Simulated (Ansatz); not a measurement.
**SnH2F (SMILES [F][SnH2]): the energy, rung by rung**

The species is SnH2F (4 atoms), meant as a doublet with charge 0. As SMILES, `[F][SnH2]`. The shape is that of a PBE0-D4/def2-TZVP optimisation.

```xyz
4

F    -1.5526   -0.1900    0.6407
Sn    0.0283   -0.2422   -0.4683
H     1.1841   -1.0544    0.5241
H     0.3957    1.4262   -0.7167
```

Each level gives the energy change with the Sn2–H4 bond stretched from 1.726 to 2.590 Å (eV). The values are calculated.

| level | kind | program | value (eV) | less FCI/STO-3G | CPU time (all runs) |
| --- | --- | --- | --- | --- | --- |
| UHF/STO-3G | Hartree–Fock | Ansatz | 2.87 | +0.26 | 1.4 s |
| UBLYP/STO-3G | GGA | Ansatz | 2.48 | -0.13 | 5.1 s |
| U-r2SCAN/STO-3G | meta-GGA | Ansatz | 2.73 | +0.12 | 15 s |
| UPBE0/STO-3G | global hybrid | Ansatz | 2.84 | +0.23 | 5.8 s |
| UHSE06/STO-3G | range-separated hybrid | Ansatz | 2.83 | +0.22 | 6.3 s |
| UB2PLYP/STO-3G | double hybrid | Ansatz | 2.84 | +0.23 | 5.9 s |
| UCCSD/STO-3G | coupled cluster or CI | Ansatz | 2.71 | +0.10 | 1.9 s |
| FCI/STO-3G | exact in the basis | Ansatz | 2.61 | 0.00 | 7.9 s |

FCI/STO-3G is exact within its basis and frozen core, so for wave-function methods in that basis the difference is their error; functionals converge differently with the basis, so for them it is only a difference. All-electron rows without a relativistic Hamiltonian named are non-relativistic. The first shape isn't each level's own minimum. The values span 2.48 to 2.87 eV. Spin contamination of the reference (⟨S²⟩ at least 0.1 too high) touches UHF/STO-3G, UPBE0/STO-3G, UHSE06/STO-3G, UB2PLYP/STO-3G, UCCSD/STO-3G. All rows use very small basis sets, so even the best lies far from the true value. In the correlated wave-function rows the outer d shell of Sn is correlated, in sets not made for it. Times are those of the runs behind each value, whatever else they computed, on shared processors of several kinds: orders of magnitude only.

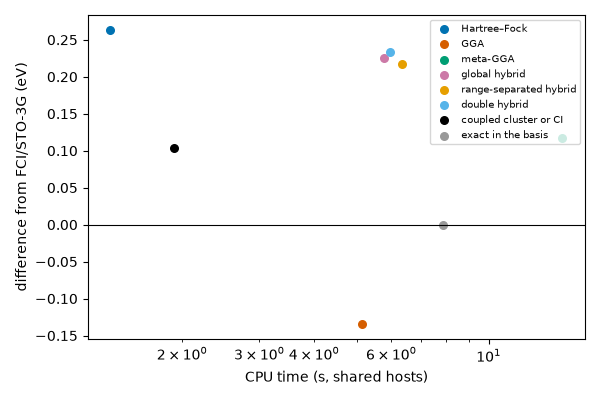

Difference from FCI/STO-3G against processor time, one point a level.
